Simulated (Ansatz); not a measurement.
| atom | x (Å) | y (Å) | z (Å) |
| --- | --- | --- | --- |
| C | 0.9923 | -0.2209 | -0.5486 |
| F | 3.0291 | -2.2142 | -0.0058 |
| Si | 1.9201 | -1.2798 | 0.6409 |
| Si | 1.9111 | -1.2796 | 2.9051 |
| H | 1.6949 | 0.4285 | -1.0883 |
| H | 0.4884 | -0.8551 | -1.2900 |
| H | 0.2469 | 0.3974 | -0.0378 |
| H | 0.8154 | -0.5446 | 3.5614 |
| H | 2.6993 | -2.3075 | 3.6062 |

Geometry: B3LYP/6-31G*.

All numbers below come from Ansatz, isolated molecule in a Gaussian basis; Kohn-Sham density functional theory, functional PBE0.

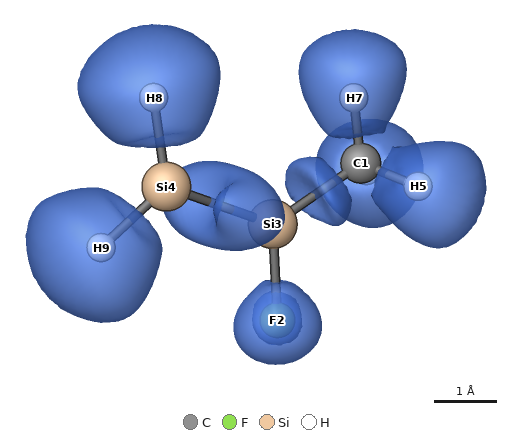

CH5FSi2 (SMILES C[Si](F)[SiH2+]) (charge +1, doublet). Isosurface of the electron localisation function at 0.8 (blue), seen at a tilt. Core shells and regions of very low density are left out.

Q: Identify the bonds, lone pairs and shells in this picture.

A: The ELF exceeds this value in one region between bonded C–Si atoms (shared pairs), one region between bonded Si–Si atoms (shared pairs), five regions around hydrogen nuclei and one region wrapped around F (its lone pairs, merged into a ring or cap). Profiles from the grid: Si–F (1.59 Å): the ELF peaks at about 0.80 in the valence shell of F, 0.6 Å from its nucleus, and is about 0.50 at the midpoint. C–Si (1.84 Å): the ELF peaks at about 0.95 between the atoms, as expected for a shared electron pair.
